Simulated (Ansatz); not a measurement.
# BNH (doublet): correlated methods under varied settings at distance B1–N2 = 1.156 Å

What do other methods and options give for BNH (doublet) at this geometry, and how long do they take?

Computed with Ansatz 0.2.0, Gaussian basis. Level: the settings change from run to run.

21 further runs of the same task are left out: 2 for a known fault of the program, 13 that didn't finish, 6 set aside as unsound or not needed.

### Step 1. The geometry

The geometry derives from a PBE0/def2-TZVP stationary point (not a proven minimum). One bond is set to the value named and the two fragments are kept rigid.

3 atoms, charge 0, spin multiplicity 2.

Atoms are counted from 1 here; the program's logs count them from 0.

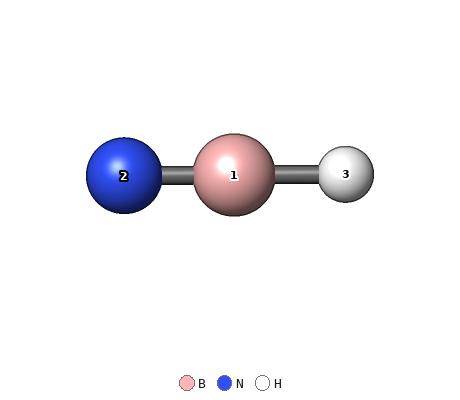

The geometry (boron pink, nitrogen blue, hydrogen white); atoms are numbered from 1 in the order of the file.

### Step 2. CASSCF(1,4)/6-31G

Contents of in.yaml:

```yaml
crystal:
  periodic: [false, false, false]
  atoms:
    - {symbol: B, position_ang: [0.000000, 0.000000, 0.005964]}
    - {symbol: N, position_ang: [0.000000, 0.000000, 1.161964]}
    - {symbol: H, position_ang: [0.000000, 0.000000, -1.167928]}
basis:
  gaussian: {orbitals: 6-31G}
magnetization: {spin_polarized: false, initial_magnetization: 1}
correlation: {active_space: {window: {electrons: 1, orbitals: 4}, states: [{multiplicity: 2, weights: [1, 1]}]}}
output: {forces: true}
```

The run is started by

```sh
ansatz run in.yaml --threads 1 --pin off --events-out ev --progress --plain --max-ram 2393MiB
```

The log of the run:

```text
Functional definition: HF
  name "HF"
  cite "Fock, Z. Phys. 61, 126 (1930) doi:10.1007/BF01340294"
  parent pbe
  exchange = exact_x
  correlation = 0
443 factors; integrals over basis functions are off by at most 9.9e-8 eV
mean field evaluation 1: about -2163.2842 eV, gradient 2.2e1 eV
mean field evaluation 2: about -2163.2882 eV, gradient 2.2e1 eV
mean field evaluation 4: about -2164.7813 eV, gradient 2.1e0 eV
mean field evaluation 8: about -2164.8113 eV, gradient 6.5e-4 eV
mean field evaluation 16: about -2164.8113 eV, gradient 2.8e-4 eV
mean field evaluation 32: about -2164.5712 eV, gradient 8.2e-1 eV
mean field evaluation 64: about -2164.8072 eV, gradient 1.1e0 eV
mean field -2164.81132293 eV, -79.5553487558 hartree, gradient 2.2e-6 eV, S^2 0.750000; 9 other end points of the search recorded, 0 dependent functions left out
reference -2164.81132293 eV, -79.5553487558 hartree; 7, 6 occupied and 13, 14 virtual orbitals, 443 factors
state -2164.69136791 eV, -79.5509404902 hartree
state -2155.62853609 eV, -79.2178875637 hartree
the calculation of the forces begins
Total energy: -2160.15995200 eV, -79.3844140269 hartree
Atom 0 at     0.000000     0.000000     0.005964 Å, force    -0.000000    -0.000000   -24.102670 eV/Å
Atom 1 at     0.000000     0.000000     1.161964 Å, force    -0.000000     0.000000    23.420491 eV/Å
Atom 2 at     0.000000     0.000000    -1.167928 Å, force    -0.000000     0.000000     0.682179 eV/Å
Dipole moment:    -0.000000    -0.000000    -0.330408 e Å
```

It took 0.33 s on 1 thread of Arm Neoverse V2, shared host.

From the report: 4 determinants; active occupations (of the averaged states) 0.50, 0.50, 0.00, 0.00.

### Step 3. BCCD(T)/STO-3G

Contents of in.yaml:

```yaml
crystal:
  periodic: [false, false, false]
  atoms:
    - {symbol: B, position_ang: [0.000000, 0.000000, 0.005964]}
    - {symbol: N, position_ang: [0.000000, 0.000000, 1.161964]}
    - {symbol: H, position_ang: [0.000000, 0.000000, -1.167928]}
basis:
  gaussian: {orbitals: STO-3G}
magnetization: {spin_polarized: false, initial_magnetization: 1}
hamiltonian: {xc: {name: B3LYP}}
correlation: {method: bccd_t, electrons: all}
```

Launched as before.

The log of the run, cut to the lines that bear on the results:

```text
Functional definition: B3LYP
  name "B3LYP"
  cite "Stephens, Devlin, Chabalowski & Frisch, J. Phys. Chem. 98, 11623 (1994) doi:10.1021/j100096a001"
  cite "Becke, Phys. Rev. A 38, 3098 (1988) doi:10.1103/PhysRevA.38.3098"
  cite "Lee, Yang & Parr, Phys. Rev. B 37, 785 (1988) doi:10.1103/PhysRevB.37.785"
  cite "Vosko, Wilk & Nusair, Can. J. Phys. 58, 1200 (1980) doi:10.1139/p80-159"
[...]
146 factors; integrals over basis functions are off by at most 1.1e-5 eV
[...]
mean field -2150.01325261 eV, -79.0115297022 hartree, gradient 2.9e-6 eV, S^2 0.750000; 4 other end points of the search recorded, 0 dependent functions left out
[...]
reference -2137.81561874 eV, -78.5632749253 hartree; 7, 6 occupied and 4, 5 virtual orbitals, 146 factors
second order -2.76648907 eV of doubles, -0.09306432 eV of singles
cycle   1  -2.94113146 eV  change   -8.7e-2 eV  update   9.0e-2
[...]
cycle  11  -3.24753660 eV  change    3.0e-7 eV  update   4.2e-6
perturbative correction -0.11754177 eV, -0.0043195804 hartree
Total energy: -2141.18069711 eV, -78.6869392745 hartree
```

It took 0.99 s on 1 thread of Arm Neoverse V2, shared host.

From the report: correlation -3.3651 eV; largest double amplitude 0.11.

### Step 4. CASSCF(3,3)/6-31G

in.yaml: that of step 3 with these lines changed.

```diff
@@ -7,5 +7,4 @@
 basis:
-  gaussian: {orbitals: STO-3G}
+  gaussian: {orbitals: 6-31G}
 magnetization: {spin_polarized: false, initial_magnetization: 1}
-hamiltonian: {xc: {name: B3LYP}}
-correlation: {method: bccd_t, electrons: all}
+correlation: {active_space: {window: {electrons: 3, orbitals: 3}}}
```

Launched as before.

The log of the run:

```text
Functional definition: HF
  name "HF"
  cite "Fock, Z. Phys. 61, 126 (1930) doi:10.1007/BF01340294"
  parent pbe
  exchange = exact_x
  correlation = 0
290 factors; integrals over basis functions are off by at most 1.9e-4 eV
mean field evaluation 1: about -2163.2842 eV, gradient 2.2e1 eV
mean field evaluation 2: about -2163.2882 eV, gradient 2.2e1 eV
mean field evaluation 4: about -2164.7813 eV, gradient 2.1e0 eV
mean field evaluation 8: about -2164.8113 eV, gradient 6.5e-4 eV
mean field evaluation 16: about -2164.8113 eV, gradient 2.8e-4 eV
mean field evaluation 32: about -2164.5711 eV, gradient 8.2e-1 eV
mean field evaluation 64: about -2164.8071 eV, gradient 1.1e0 eV
mean field -2164.81127190 eV, -79.5553468805 hartree, gradient 2.2e-6 eV, S^2 0.750000; 9 other end points of the search recorded, 0 dependent functions left out
reference -2164.81127190 eV, -79.5553468805 hartree; 7, 6 occupied and 13, 14 virtual orbitals, 290 factors
state -2165.43790815 eV, -79.5783753379 hartree
Total energy: -2165.43790815 eV, -79.5783753379 hartree
```

It took 0.24 s on 1 thread of Arm Neoverse V2, shared host.

From the report: 9 determinants; active occupations 1.95, 1.00, 0.05.

### Step 5. CASCI(3,8)/6-31G

in.yaml: that of step 4 with these lines changed.

```diff
@@ -7,4 +7,6 @@
 basis:
-  gaussian: {orbitals: 6-31G}
+  gaussian: {orbitals: 6-31G, point_charges: [{charge: 0.50, position_ang: [3.257, 0.273, 0.804]}]}
 magnetization: {spin_polarized: false, initial_magnetization: 1}
-correlation: {active_space: {window: {electrons: 3, orbitals: 3}}}
+correlation: {active_space: {window: {electrons: 3, orbitals: 8}, fixed_orbitals: true}}
+scf: {lower_state_search: light}
+output: {forces: true}
```

The command is unchanged.

The log of the run, cut to the lines that bear on the results:

```text
Functional definition: HF
  name "HF"
  cite "Fock, Z. Phys. 61, 126 (1930) doi:10.1007/BF01340294"
  parent pbe
[...]
290 factors; integrals over basis functions are off by at most 1.9e-4 eV
[...]
mean field -2164.87578242 eV, -79.5577175983 hartree, gradient 2.9e-6 eV, S^2 0.750000; 9 other end points of the search recorded, 0 dependent functions left out
reference -2164.87578242 eV, -79.5577175983 hartree; 7, 6 occupied and 13, 14 virtual orbitals, 290 factors
state -2165.50347007 eV, -79.5807846941 hartree
[...]
Total energy: -2165.50347007 eV, -79.5807846941 hartree
Atom 0 at     0.000000     0.000000     0.005964 Å, force    -0.121402    -0.010176   -18.039710 eV/Å
Atom 1 at     0.000000     0.000000     1.161964 Å, force     0.233881     0.019604    17.375301 eV/Å
Atom 2 at     0.000000     0.000000    -1.167928 Å, force    -0.053241    -0.004463     0.576724 eV/Å
Dipole moment:    -0.058412    -0.004896    -0.512677 e Å
```

It took 0.24 s on 1 thread of Arm Neoverse V2, shared host.

From the report: 224 determinants; active occupations 1.96, 0.99, 0.04, 0.01, 0.00, 0.00, 0.00, 0.00.

### Step 6. FCI/STO-3G

Contents of in.yaml:

```yaml
crystal:
  periodic: [false, false, false]
  atoms:
    - {symbol: B, position_ang: [0.000000, 0.000000, 0.005964]}
    - {symbol: N, position_ang: [0.000000, 0.000000, 1.161964]}
    - {symbol: H, position_ang: [0.000000, 0.000000, -1.167928]}
basis:
  gaussian: {orbitals: STO-3G, point_charges: [{charge: -0.50, position_ang: [4.228, 0.949, 0.446]}]}
magnetization: {spin_polarized: false, initial_magnetization: 1}
correlation: {method: fci, electrons: outside_noble_gas}
```

The command is unchanged.

The log of the run, cut to the lines that bear on the results:

```text
Functional definition: HF
  name "HF"
  cite "Fock, Z. Phys. 61, 126 (1930) doi:10.1007/BF01340294"
  parent pbe
[...]
168 factors; integrals over basis functions are off by at most 2.3e-8 eV
[...]
mean field -2137.88910290 eV, -78.5659754184 hartree, gradient 1.5e-6 eV, S^2 0.750000; 9 other end points of the search recorded, 0 dependent functions left out
[...]
2 core orbitals not correlated: weight in the atoms' cores, before any rotation towards them, 1.000 or more for the frozen orbitals, at most 0.000 for the correlated occupied ones
reference -2137.88910290 eV, -78.5659754184 hartree; 5, 4 occupied and 4, 5 virtual orbitals, 168 factors
state -2141.18099889 eV, -78.6869503644 hartree
Total energy: -2141.18099889 eV, -78.6869503644 hartree
```

It took 0.27 s on 1 thread of Arm Neoverse V2, shared host.

From the report: 15,876 determinants.

### Step 7. NEVPT4(SD)(1,2)/6-31G

Contents of in.yaml:

```yaml
crystal:
  periodic: [false, false, false]
  atoms:
    - {symbol: B, position_ang: [0.000000, 0.000000, 0.005964]}
    - {symbol: N, position_ang: [0.000000, 0.000000, 1.161964]}
    - {symbol: H, position_ang: [0.000000, 0.000000, -1.167928]}
basis:
  gaussian: {orbitals: 6-31G}
magnetization: {spin_polarized: false, initial_magnetization: 1}
correlation: {method: fic_nevpt4_sd, electrons: outside_noble_gas, active_space: {window: {electrons: 1, orbitals: 2}}}
```

Same command.

The log of the run, cut to the lines that bear on the results:

```text
Functional definition: HF
  name "HF"
  cite "Fock, Z. Phys. 61, 126 (1930) doi:10.1007/BF01340294"
  parent pbe
[...]
290 factors; integrals over basis functions are off by at most 1.9e-4 eV
[...]
mean field -2164.81127190 eV, -79.5553468805 hartree, gradient 2.2e-6 eV, S^2 0.750000; 9 other end points of the search recorded, 0 dependent functions left out
reference -2164.81127190 eV, -79.5553468805 hartree; 7, 6 occupied and 13, 14 virtual orbitals, 290 factors
state -2164.81127190 eV, -79.5553468805 hartree
state -2164.81127190 eV, -79.5553468805 hartree; corrected -2168.69537315 eV, -79.6980849686 hartree
WARN: 1 active orbitals are nearly empty or full. The corrections depend on them more than the energy does, and are more stable in an active space without them
Total energy: -2168.69537315 eV, -79.6980849686 hartree
```

It took 0.39 s on 1 thread of Arm Neoverse V2, shared host.

From the report: 1 determinant; active occupations 1.00, 0.00. The report marks this result as in doubt.

### Step 8. HF/6-31G

in.yaml: that of step 7 with these lines changed.

```diff
@@ -9,2 +9,4 @@
 magnetization: {spin_polarized: false, initial_magnetization: 1}
-correlation: {method: fic_nevpt4_sd, electrons: outside_noble_gas, active_space: {window: {electrons: 1, orbitals: 2}}}
+hamiltonian: {xc: hf}
+scf: {lower_state_search: full}
+output: {orbitals: {seedname: orbitals}}
```

Same command.

The log of the run:

```text
Functional definition: HF
  name "HF"
  cite "Fock, Z. Phys. 61, 126 (1930) doi:10.1007/BF01340294"
  parent pbe
  exchange = exact_x
  correlation = 0
290 factors; integrals over basis functions are off by at most 1.9e-4 eV
mean field evaluation 1: about -2163.2842 eV, gradient 2.2e1 eV
mean field evaluation 2: about -2163.2882 eV, gradient 2.2e1 eV
mean field evaluation 4: about -2164.7813 eV, gradient 2.1e0 eV
mean field evaluation 8: about -2164.8113 eV, gradient 6.5e-4 eV
mean field evaluation 16: about -2164.5958 eV, gradient 4.9e0 eV
mean field evaluation 32: about -2164.5145 eV, gradient 5.9e0 eV
mean field evaluation 64: about -2164.5664 eV, gradient 9.2e-2 eV
mean field evaluation 96: about -2164.7385 eV, gradient 2.5e0 eV
mean field evaluation 128: about -2147.3652 eV, gradient 7.9e1 eV
mean field -2164.81127190 eV, -79.5553468805 hartree, gradient 8.4e-6 eV, S^2 0.750000; 9 other end points of the search recorded, 0 dependent functions left out
reference -2164.81127190 eV, -79.5553468805 hartree; 7, 6 occupied and 13, 14 virtual orbitals, 290 factors
Total energy: -2164.81127190 eV, -79.5553468805 hartree
```

It took 0.15 s on 1 thread of Arm Neoverse V2, shared host.

### Step 9. CCSD(T) on UHF/6-31++G**

Contents of in.yaml:

```yaml
crystal:
  periodic: [false, false, false]
  atoms:
    - {symbol: B, position_ang: [0.000000, 0.000000, 0.005964]}
    - {symbol: N, position_ang: [0.000000, 0.000000, 1.161964]}
    - {symbol: H, position_ang: [0.000000, 0.000000, -1.167928]}
basis:
  gaussian: {orbitals: "6-31++G**"}
magnetization: {spin_polarized: true, initial_magnetization: 1}
hamiltonian: {pseudopotentials: {relativity: none}}
correlation: {method: ccsd_t, electrons: all}
accuracy: high
scf: {lower_state_search: off}
```

Same command.

The log of the run, cut to the lines that bear on the results:

```text
Functional definition: HF
  name "HF"
  cite "Fock, Z. Phys. 61, 126 (1930) doi:10.1007/BF01340294"
  parent pbe
[...]
766 factors; integrals over basis functions are off by at most 3.1e-9 eV
[...]
mean field -2166.17306012 eV, -79.6053916745 hartree, gradient 2.4e-8 eV, S^2 0.755823; 0 other end points of the search recorded, 0 dependent functions left out
reference -2166.17306012 eV, -79.6053916745 hartree; 7, 6 occupied and 37, 38 virtual orbitals, 766 factors
second order -5.58670849 eV of doubles, -0.00000000 eV of singles
cycle   1  -5.98171351 eV  change   -4.0e-1 eV  update   5.7e-2
[...]
cycle  22  -6.20071530 eV  change  -7.8e-10 eV  update  8.6e-10
perturbative correction -0.17472993 eV, -0.0064212066 hartree
Total energy: -2172.54850535 eV, -79.8396849654 hartree
Checks for a lower state left out: stability, starts, cluster_reference, orbital_swaps, neighbouring_geometries, increment
```

Wall time 1.7 s (1 thread of Arm Neoverse V2, shared host).

From the report: ⟨S²⟩ of the determinant 0.756 (pure doublet: 0.75); correlation -6.3754 eV; T1 0.012; largest double amplitude 0.04.

### Step 10. CISD/6-31G*

Contents of in.yaml:

```yaml
crystal:
  periodic: [false, false, false]
  atoms:
    - {symbol: B, position_ang: [0.000000, 0.000000, 0.005964]}
    - {symbol: N, position_ang: [0.000000, 0.000000, 1.161964]}
    - {symbol: H, position_ang: [0.000000, 0.000000, -1.167928]}
basis:
  gaussian: {orbitals: "6-31G*"}
magnetization: {spin_polarized: false, initial_magnetization: 1}
correlation: {active_space: {ras: {orbitals: [4, 1, 25], electrons: 9, max_holes: 2, max_particles: 2}, fixed_orbitals: true}}
accuracy: high
```

Same command.

The log of the run:

```text
Functional definition: HF
  name "HF"
  cite "Fock, Z. Phys. 61, 126 (1930) doi:10.1007/BF01340294"
  parent pbe
  exchange = exact_x
  correlation = 0
594 factors; integrals over basis functions are off by at most 3.0e-9 eV
mean field evaluation 1: about -2164.4635 eV, gradient 2.3e1 eV
mean field evaluation 2: about -2164.4656 eV, gradient 2.3e1 eV
mean field evaluation 4: about -2165.9532 eV, gradient 2.2e0 eV
mean field evaluation 8: about -2165.9803 eV, gradient 5.3e-4 eV
mean field evaluation 16: about -2165.9802 eV, gradient 1.5e-1 eV
mean field evaluation 32: about -2165.4668 eV, gradient 1.2e0 eV
mean field evaluation 64: about -2165.4446 eV, gradient 1.1e-1 eV
mean field -2165.98033567 eV, -79.5983091818 hartree, gradient 1.1e-8 eV, S^2 0.750000; 9 other end points of the search recorded, 0 dependent functions left out
reference -2165.98033567 eV, -79.5983091818 hartree; 7, 6 occupied and 25, 26 virtual orbitals, 594 factors
state -2171.50233801 eV, -79.8012390248 hartree
Total energy: -2171.50233801 eV, -79.8012390248 hartree
```

It took 0.93 s on 1 thread of Arm Neoverse V2, shared host.

From the report: 7,782 determinants.

### Step 11. All runs side by side

Where basis and cores are those of an earlier FCI/6-31G run (-2169.1024 eV), and the state is the same kind, the miss against it is given. † marks a result that the program doubts.

| level | correlated | functions | energy (eV) | from FCI (meV) | time |
| --- | --- | --- | --- | --- | --- |
| CASSCF(1,4)/6-31G (mean of several states) |  | 20 | -2160.1600 |  | 0.33 s |
| BCCD(T)/STO-3G (on B3LYP orbitals) | all | 11 | -2141.1807 |  | 0.99 s |
| CASSCF(3,3)/6-31G |  | 20 | -2165.4379 | 3664.5 | 0.24 s |
| CASCI(3,8)/6-31G (beside a point charge) |  | 20 | -2165.5035 |  | 0.24 s |
| FCI/STO-3G (beside a point charge) | outside noble gas | 11 | -2141.1810 |  | 0.27 s |
| NEVPT4(SD)(1,2)/6-31G † | outside noble gas | 20 | -2168.6954 | 407.0 | 0.39 s |
| HF/6-31G |  | 20 | -2164.8113 | 4291.1 | 0.15 s |
| CCSD(T) on UHF/6-31++G** | all | 44 | -2172.5485 |  | 1.7 s |
| CISD/6-31G* | valence | 32 | -2171.5023 |  | 0.93 s |

### Step 12. What came out

| quantity | value |
| --- | --- |
| runs | 9 |
| quickest | HF/6-31G, 0.15 s |
| slowest | CCSD(T) on UHF/6-31++G**, 1.7 s |

Total energies in different bases, with other cores or another treatment of relativity can't be set against each other. CCSD(T) on UHF/6-31++G** took 11 times as long as HF/6-31G; the jobs differ in more than the method. Hartree-Fock, CASSCF and CASCI lack dynamic correlation by design.
